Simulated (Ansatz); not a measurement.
# Si3N4 (P6_3/m): band gap by G0W0 on PBE, part 2 of 2

Wanted: the gap of Si3N4 (P6_3/m) with a many-body correction, and the time that it takes.

Ansatz 0.2.0; PBE, then G0W0 on it, plane waves, PAW. Known limits of the many-body steps: finite bands, screening cutoff and k mesh; no spin-orbit coupling in G0W0.

So far. Step 2 (Bands along the symmetry lines): Over mesh and path the gap is 4.327 eV, from k = (0.000, 0.000, 0.150) to k = Γ. The least direct gap found is 4.521 eV, at k = Γ. On the 6×6×8 mesh alone the same run gives 4.342 eV, so that mesh misses an edge of PBE: 4.342 − 4.327 = +0.015 eV. The pressure in this cell is 6 GPa; the cell is kept.

In doubt: masses and optical values from hybrid runs of this build are listed as unsure (in some of the runs), which bears on the screening that GW takes from such a start.

## (3) One-shot GW

G0W0 replaces the xc potential by a self-energy built once from the orbitals of the start. Levels are corrected in the window of bands that the input names, at points of the mesh.

This step: G0W0 on PBE, plane waves, PAW; PAW set soft_1.

input.yaml

```yaml
crystal:
  lattice:
    - [7.6044, 0.0, 0.0]
    - [-3.8022, 6.5856035805, 0.0]
    - [0.0, 0.0, 2.9063]
  atoms:
    - { symbol: Si, position: [0.768477, 0.174557, 0.25] }
    - { symbol: Si, position: [0.59392, 0.768477, 0.75] }
    - { symbol: Si, position: [0.825443, 0.59392, 0.25] }
    - { symbol: Si, position: [0.231523, 0.825443, 0.75] }
    - { symbol: Si, position: [0.40608, 0.231523, 0.25] }
    - { symbol: Si, position: [0.174557, 0.40608, 0.75] }
    - { symbol: "N", position: [0.0305, 0.33024, 0.25] }
    - { symbol: "N", position: [0.70026, 0.0305, 0.75] }
    - { symbol: "N", position: [0.66976, 0.70026, 0.25] }
    - { symbol: "N", position: [0.9695, 0.66976, 0.75] }
    - { symbol: "N", position: [0.29974, 0.9695, 0.25] }
    - { symbol: "N", position: [0.33024, 0.29974, 0.75] }
    - { symbol: "N", position: [0.6666666667, 0.3333333333, 0.25] }
    - { symbol: "N", position: [0.3333333333, 0.6666666667, 0.75] }
kpoints:
  mp_grid: { grid: [3, 3, 6] }
hamiltonian:
  xc: pbe
  pseudopotentials: { kind: paw, azcp: { folder: soft_1 } }
scf:
  occupations: { method: fixed }
gw:
  n_empty_bands: 798
  ecut_chi: 180.0
  qp_bands: [v4, c4]
  qp_kpoints: band_edges
  screening: { model: contour_deformation }
```

The run is started by

```sh
> ansatz run input.yaml --threads 2 --pin off --max-ram 73728MiB --backend cuda --events-out ev --progress --plain --runs-dir out --devices 1 --max-vram 13GiB
```

Numbers of over 12 decimals in the logs are rounded to 6 here.

What it wrote:

```text
GPUs: using 1 of 1 available (devices: 1).
[...]
GPU FFT provider: cuFFT
GPU libraries: cuBLAS 13.8.2, cuFFT 12.4.0, cuSOLVER 12.3.4
Crystal: 14 atoms, lattice volume = 145.546 Å³
Basis set: ecut = 420 eV, 2823 PW (Γ)
Bands: 46, of which v1, the nominal top of the filled ones, is band 32 counted from 1 (31 counted from 0)
Symmetry: 12 space group operations
[...]
k-points: 12 of 54
[...]
GPU buffer pool allocated for 58320 grid points (all kernels)
[...]
SCF iter   1: F=—  HF=-6913.316093 eV  |F-HF|=—  |Δ(HF+E_count)|=         —  Δρ=1.57e-1  dr2=3.74e1  ethr=3.10e-3  ⟨swp⟩=5.0  Hψ=2168  notcnv=0  defer=128
[...]
SCF iter   9: F=-6901.770867 eV  HF=-6901.770867 eV  |F-HF|=2.52e-8  |Δ(HF+E_count)|=   1.50e-6  Δρ=2.81e-6  dr2=1.08e-8  ethr=1.56e-10  ⟨swp⟩=16.2  Hψ=3197  notcnv=0
SCF 1 converged in 9 iterations: F = -6901.770867 eV  dr2 = 1.08e-8
[...]
NSCF: frozen V_eff on 12 k-points
the band table was solved once the SCF had ended and its energy, with any forces and stress, was formed, with the checks that follow a solve (2378 applications of the Hamiltonian). They found nothing against the state; the energy, forces and stress were not computed again (output.eigenvalues in the input reference)
[...]
G₀W₀ screening: q 1/12
[... further progress lines ...]
[...]
SCF converged after 9 iterations
Free energy (F): -6901.770867 eV
[...]
Internal energy: -6901.770867 eV  (E = F + TS)
E sigma→0 (E₀):  -6901.770867 eV
Fermi energy:    8.296649 eV
[...]
--- Band table (eV; the first three rows and the last of 12) ---
  k-point 0: bands = [... 28 lower, 7.0065, 7.8341, 7.8928, 8.0990, 12.6203, 13.0359, 13.1908, 13.1908, ... 10 higher]
  k-point 1: bands = [... 28 lower, 7.0309, 7.0309, 7.1536, 8.2966, 14.0360, 14.2698, 14.2698, 14.4709, ... 10 higher]
  k-point 2: bands = [... 28 lower, 6.5843, 6.8530, 6.8530, 7.9605, 13.3646, 13.3646, 14.2699, 14.2699, ... 10 higher]
  k-point 11: bands = [... 28 lower, 6.8864, 6.8864, 7.1765, 7.1765, 13.3284, 13.3284, 14.1446, 14.1446, ... 10 higher]
--- G₀W₀: contour deformation, 6 samples at zero and on the imaginary axis and 1 off it, 54 q-points, 798 empty bands' worth ---
  eigenvalues of the whole cell's RPA ε∞ on this k-mesh (on a slab, of 1 + 4πα/V) = 3.9876, 3.9876, 4.0824; static W/v taken at q = 0 is 0.248428
  bands read: the sum over 830 bands ends inside a degenerate multiplet in 2 slots, whose members it reads at an even weight; the widest, k=2: bands 830 to 831 (counted from 1) at 1/2 each
  gw.qp_kpoints: band_edges: 10 of 12 stored k-points solved, in 1 pass; an edge of the gap read off the rows below is read off those points alone
    valence top: of the k-points left out ik 6 came nearest to being solved in a further pass, in band 32 (counted from 1, as in the quasiparticle table): it holds the edge there only if its correction is more favourable than any solved in that band by at least 0.553 eV; those differ by 0.165 eV
    conduction bottom: of the k-points left out ik 6 came nearest to being solved in a further pass, in band 33 (counted from 1, as in the quasiparticle table): it holds the edge there only if its correction is more favourable than any solved in that band by at least 0.435 eV; those differ by 0.262 eV
    ik  band        ε_KS         Σx   Σc(E_QP)       V_xc       Z   E_QP_lin       E_QP  E_QP is
     0    29      7.0065   -21.5759     3.0425   -17.4022  0.7919     5.8644     5.8753  root
     0    30      7.8341   -21.5956     3.1131   -17.4031  0.7883     6.7447     6.7547  root
     0    31      7.8928   -21.7869     3.0356   -17.6920  0.7884     6.8241     6.8334  root
     0    32      8.0990   -21.8475     3.1048   -17.6875  0.7886     7.0345     7.0438  root
     0    33     12.6203    -7.2387    -4.4957   -12.4892  0.8346    13.3787    13.3751  root
     0    34     13.0359    -8.5548    -4.2591   -13.4172  0.8286    13.6415    13.6392  root
     0    35     13.1908    -8.1964    -4.5605   -13.5878  0.8269    14.0262    14.0216  root
     0    36     13.1908    -8.1964    -4.5605   -13.5878  0.8269    14.0262    14.0216  root
     1    29      7.0309   -21.6363     3.0779   -17.4257  0.7910     5.8872     5.8982  root
     1    30      7.0309   -21.6363     3.0779   -17.4257  0.7910     5.8872     5.8982  root
     1    31      7.1536   -21.2316     3.1695   -16.9214  0.7874     6.0010     6.0129  root
     1    32      8.2966   -21.9576     2.9770   -17.9627  0.7900     7.2706     7.2788  root
     1    33     14.0360    -7.7227    -4.2495   -12.5224  0.8287    14.5882    14.5862  root
     1    34     14.2698    -8.1140    -4.7976   -13.7576  0.8214    15.1212    15.1159  root
     1    35     14.2698    -8.1140    -4.7976   -13.7576  0.8214    15.1212    15.1159  root
     1    36     14.4709    -7.6655    -4.7841   -13.3152  0.8224    15.3422    15.3365  root
     2    29      6.5843   -21.0706     3.2765   -16.5970  0.7851     5.3733     5.3873  root
     2    30      6.8530   -21.2725     3.1478   -16.9633  0.7886     5.6794     5.6916  root
     2    31      6.8530   -21.2725     3.1478   -16.9633  0.7886     5.6794     5.6916  root
     2    32      7.9605   -21.6125     3.0214   -17.5252  0.7899     6.8853     6.8946  root
     2    33     13.3646    -7.2777    -4.5365   -12.5238  0.8308    14.0775    14.0741  root
     2    34     13.3646    -7.2777    -4.5365   -12.5238  0.8308    14.0775    14.0741  root
     2    35     14.2699    -7.7044    -4.6097   -13.0879  0.8240    15.0479    15.0437  root
     2    36     14.2699    -7.7044    -4.6097   -13.0879  0.8240    15.0479    15.0437  root
     3    29      6.6634   -21.0064     3.2654   -16.5461  0.7852     5.4547     5.4686  root
     3    30      6.6634   -21.0064     3.2654   -16.5461  0.7852     5.4547     5.4686  root
     3    31      6.9482   -20.7785     3.1533   -16.4421  0.7882     5.7522     5.7652  root
     3    32      6.9482   -20.7785     3.1533   -16.4421  0.7882     5.7522     5.7652  root
     3    33     13.0156    -7.1919    -4.4041   -12.2586  0.8330    13.6809    13.6782  root
     3    34     13.0156    -7.1919    -4.4041   -12.2586  0.8330    13.6809    13.6782  root
     3    35     13.0156    -7.1919    -4.4041   -12.2586  0.8330    13.6809    13.6782  root
     3    36     13.0156    -7.1919    -4.4041   -12.2586  0.8330    13.6809    13.6782  root
     4    29      6.9393   -21.1435     3.0688   -16.9271  0.7897     5.7800     5.7917  root
     4    30      7.6237   -21.6036     3.0510   -17.4708  0.7887     6.5321     6.5420  root
     4    31      7.9216   -21.6975     3.1094   -17.5175  0.7884     6.8412     6.8509  root
     4    32      8.0677   -21.8316     3.1053   -17.6689  0.7886     7.0009     7.0103  root
     4    33     12.8578    -7.4576    -4.5315   -12.7707  0.8321    13.6434    13.6394  root
     4    34     12.9912    -8.0076    -4.4991   -13.2909  0.8294    13.7793    13.7753  root
     4    35     13.2217    -7.9957    -4.5746   -13.3942  0.8277    14.0502    14.0456  root
     4    36     13.4503    -7.8943    -4.4737   -13.0802  0.8285    14.1658    14.1624  root
[...]
10    33     13.5878    -7.0373    -4.6060   -12.3558  0.8303    14.3037    14.3003  root
    10    34     13.6269    -7.9455    -4.6042   -13.3386  0.8275    14.4200    14.4158  root
    10    35     13.6269    -7.9455    -4.6042   -13.3386  0.8275    14.4200    14.4158  root
    10    36     14.4202    -5.9436    -4.3549   -10.8429  0.8355    14.9667    14.9647  root
    11    29      6.8864   -21.1734     3.1787   -16.8192  0.7882     5.6982     5.7109  root
    11    30      6.8864   -21.1734     3.1787   -16.8192  0.7882     5.6982     5.7109  root
    11    31      7.1765   -21.2182     3.1402   -16.9358  0.7877     6.0225     6.0343  root
    11    32      7.1765   -21.2182     3.1402   -16.9358  0.7877     6.0225     6.0343  root
    11    33     13.3284    -7.9336    -4.5630   -13.2616  0.8280    14.0973    14.0934  root
    11    34     13.3284    -7.9336    -4.5630   -13.2616  0.8280    14.0973    14.0934  root
    11    35     14.1446    -6.9072    -4.5381   -12.1202  0.8296    14.8226    14.8195  root
    11    36     14.1446    -6.9072    -4.5381   -12.1202  0.8296    14.8226    14.8195  root
```

The job ended after 86 s (1 × NVIDIA H100 80GB HBM3 (shared by 6 runs) with 2 threads of AMD EPYC 7R13 (Zen 3), shared host; peak memory 2.7 GiB; 2 min of CPU time).

Numbers from this step:

| Quantity | Value |
| --- | --- |
| bands summed | 830 |
| RPA ε∞ on this mesh (eigenvalues) | 3.988, 3.988, 4.082 |
| plane waves in the screening matrix | 793 |
| q-points in the mesh | 54 |
| G0W0 gap over the corrected points | 6.096 eV |
| k of the valence top | 0, 0, 0.1667 |
| k of the conduction bottom | 0, 0, 0 |
| starting gap on the mesh | 4.324 eV |
| Z at the valence top | 0.7900 |
| Z at the conduction bottom | 0.8346 |
| least direct G0W0 gap over the corrected points | 6.331 eV |

Over 10 of 12 irreducible mesh points the G0W0 gap is 6.096 eV, from k = (0.000, 0.000, 0.167) to k = Γ. The PBE gap of this run on the mesh is 4.324 eV. The two states that bound the G0W0 gap lie that far apart at the start, so the correction of the gap is 6.096 − 4.324 = +1.772 eV. The start of this run differs from the step before in mesh (6×6×8 and 3×3×6).

Labels follow the order of the start: v1 is the top filled band, c1 the lowest empty one; levels that stay degenerate share a row, the window can cut a multiplet, doubted levels are not marked in this list, bands outside the window were not corrected, and the list may be a part of the corrected levels. The levels before and after the correction (eV, zero at the valence-band top of each column):

|  | conduction bottom | valence top |
| --- | --- | --- |
| Kohn-Sham | 4.32 | 0.00 |
| G0W0 | 6.10 | 0.00 |

|  | level | occupation | energy (eV) |
| --- | --- | --- | --- |
| Kohn-Sham | Γ v3 | 2 | -0.463 |
| Kohn-Sham | Γ v2 | 2 | -0.404 |
| Kohn-Sham | Γ v1 | 2 | -0.198 |
| Kohn-Sham | Γ c1 | 0 | 4.324 |
| Kohn-Sham | Γ c2 | 0 | 4.739 |
| Kohn-Sham | Γ c3 | 0 | 4.894 |
| Kohn-Sham | (0 0 0.167) v3 | 2 | -1.266 |
| Kohn-Sham | (0 0 0.167) v2 | 2 | -1.143 |
| Kohn-Sham | (0 0 0.167) v1 | 2 | 0.000 |
| Kohn-Sham | (0 0 0.167) c1 | 0 | 5.739 |
| Kohn-Sham | (0 0 0.167) c2-c3 | 0 | 5.973 |
| G0W0 | Γ v3 | 2 | -0.524 |
| G0W0 | Γ v2 | 2 | -0.445 |
| G0W0 | Γ v1 | 2 | -0.235 |
| G0W0 | Γ c1 | 0 | 6.096 |
| G0W0 | Γ c2 | 0 | 6.360 |
| G0W0 | Γ c3 | 0 | 6.743 |
| G0W0 | (0 0 0.167) v3 | 2 | -1.381 |
| G0W0 | (0 0 0.167) v2 | 2 | -1.266 |
| G0W0 | (0 0 0.167) v1 | 2 | 0.000 |
| G0W0 | (0 0 0.167) c1 | 0 | 7.307 |
| G0W0 | (0 0 0.167) c2-c3 | 0 | 7.837 |

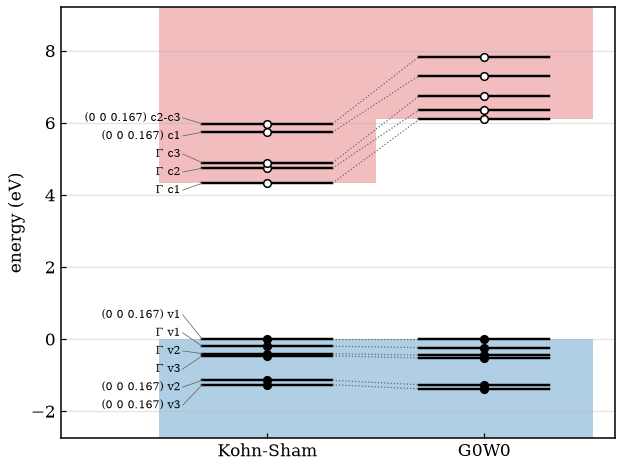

Levels before and after the correction. Shaded: valence and conduction bands. Filled marks are occupied levels, open marks empty ones.

The parts of the quasiparticle energy for the two states that bound the G0W0 gap, in eV on the run's own scale (QP = start + Σx + Σc − Vxc, with Σc at the quasiparticle energy):

| edge | k | band | start | Σx | Σc | Vxc | Z | QP |
| --- | --- | --- | --- | --- | --- | --- | --- | --- |
| valence top | (0.000, 0.000, 0.167) | 32 | 8.297 | −21.958 | 2.977 | −17.963 | 0.790 | 7.279 |
| conduction bottom | Γ | 33 | 12.620 | −7.239 | −4.496 | −12.489 | 0.835 | 13.375 |

## (4) The runs together

Each gap is the least one over the points named; times are wall times on shared hosts, not benchmarks. A G0W0 time includes the run's own self-consistent start. Rows marked * are further runs, not shown as steps, whose inputs differ from the G0W0 step on the same start in the columns given; solver thresholds can differ too.

| level | mesh | files, cutoff | bands summed, screening | points | gap (eV) | valence top | conduction bottom | least direct gap (eV) | time |
| --- | --- | --- | --- | --- | --- | --- | --- | --- | --- |
| PBE | 6×6×8 | soft_1 PAW, 420 eV | - | mesh and path | 4.327 | (0.000, 0.000, 0.150) | Γ | 4.521 | 11 s |
| G0W0@PBE* | 3×3×6 | soft_1 PAW, 420 eV | 163, 54 eV | 10 of 12 irreducible mesh points | 5.752 | (0.000, 0.000, 0.167) | Γ | 6.008 | 13 s |
| G0W0@PBE* | 3×3×6 | soft_1 PAW, 420 eV | 402, 108 eV | 10 of 12 irreducible mesh points | 5.921 | (0.000, 0.000, 0.167) | Γ | 6.165 | 38 s |
| G0W0@PBE | 3×3×6 | soft_1 PAW, 420 eV | 830, 180 eV | 10 of 12 irreducible mesh points | 6.096 | (0.000, 0.000, 0.167) | Γ | 6.331 | 86 s |
| G0W0@PBE* | 3×3×4 | soft_1 PAW, 420 eV | 402, 108 eV | 8 of 9 irreducible mesh points | 6.010 | (0.000, 0.000, 0.250) | Γ | 6.172 | 25 s |
| G0W0@PBE* | 3×3×6 | soft_1 PAW, 420 eV | 402, 108 eV, plasmon pole | 10 of 12 irreducible mesh points | 5.897 | (0.000, 0.000, 0.167) | Γ | 6.144 | 39 s |

## (5) Outcome

| Property | Result |
| --- | --- |
| PBE gap over mesh and path | 4.327 eV, from k = (0.000, 0.000, 0.150) to k = Γ |
| G0W0@PBE gap over 10 of 12 irreducible mesh points | 6.096 eV, from k = (0.000, 0.000, 0.167) to k = Γ |
| GW settings | 3×3×6 mesh, 798 empty bands, screening to 180 eV, PAW set soft_1 files |
| known limits | finite bands, screening cutoff and k mesh; no spin-orbit coupling in G0W0 |

**Reading.** Over 10 of 12 irreducible mesh points the G0W0 gap is 6.096 eV, from k = (0.000, 0.000, 0.167) to k = Γ. The PBE gap of this run on the mesh is 4.324 eV. The two states that bound the G0W0 gap lie that far apart at the start, so the correction of the gap is 6.096 − 4.324 = +1.772 eV. The valence state moves by 7.279 − 8.297 = −1.018 eV and the conduction state by 13.375 − 12.620 = +0.755 eV, on the run's own scale; with 163 bands the edge states move by −0.239 and +1.189 eV, so the split between the edges depends on the bands and cutoff. Over mesh and path, PBE puts the valence top at k = (0.000, 0.000, 0.150), which is no corrected point. The start's gap on the mesh of the G0W0 run, 4.324 eV, is no wider than the 4.327 eV found there (the runs differ in mesh (6×6×8 and 3×3×6)), so it is not shown that this mesh misses an edge. Levels at other points were not corrected, so a lower G0W0 gap elsewhere in the zone is not ruled out. From 163 bands and 54 eV to 830 bands and 180 eV the gap moves by 6.096 − 5.752 = +0.344 eV (rung by rung 5.752, 5.921, 6.096 eV); bands and screening cutoff rise together, so their parts are not told apart. A line in one over the bands through the two highest rungs gives 6.096 + (6.096 − 5.921) × 402 / (830 − 402) = 6.260 eV, and through the pair below 5.921 + (5.921 − 5.752) × 163 / (402 − 163) = 6.036 eV. The two differ by 0.224 eV, not under the 0.030 eV asked, so the law does not hold well over these rungs and the limit is not known. With the 3×3×4 mesh in place of the 3×3×6 mesh and all else as in the G0W0@PBE row with 402 bands, the gap differs by 6.010 − 5.921 = +0.089 eV, and that of the start by 4.394 − 4.324 = +0.070 eV; an edge lies at another k point, so this need not be the shift of one pair of states. With the plasmon pole model in place of the contour deformation model and all else as in the G0W0@PBE row with 402 bands, the gap differs by 5.897 − 5.921 = −0.024 eV. G0W0 on other starts in this series, not shown as steps and not all at these settings: 6.540 eV on HSE06 (3×3×6, soft_1 PAW, 402 bands, 108 eV) and 5.934 eV on PBEsol (3×3×6, soft_1 PAW, 402 bands, 108 eV). The G0W0 runs are scalar-relativistic. G0W0@PBE runs of this series with other atomic data on the same mesh, not shown as steps, give 5.947 eV (hard PAW, 870 eV, 402 bands, screening to 108 eV; the table's row with the same empty bands and screening cutoff has 5.921 eV); where bands and cutoffs differ too, the part of the files is not isolated.

[Paths, hosts, dates, memory and timing lines, banners, echoed tables and standing remarks are left out of the program output.]

[Logs are printed without paths, hosts, clocks, repeated set-up lines and the standing remarks that a program may print on its own settings, such as how far it seeks lower states.]

[Runs of the session that timed out or met a known fault of the program may be left out.]

[Cells called generated may have been cut or substituted from an entry of the Crystallography Open Database or the Materials Project.]

[Hosts, paths, dates, database ids (printed as entryN), source tags and the programs' standing remarks are cut or masked in the printed files.]

[Where an RPA ε∞ is given, it is that of the G0W0 mesh and is not shown converged in it. Names of k-points follow the symmetry that the program found, which can be lower than the space group named. Band edges on a path are those of the sampled points; other points can move an edge, and change direct to indirect where valleys lie close.]

[Hybrid gaps are those of their k-mesh and are not shown converged in it.]
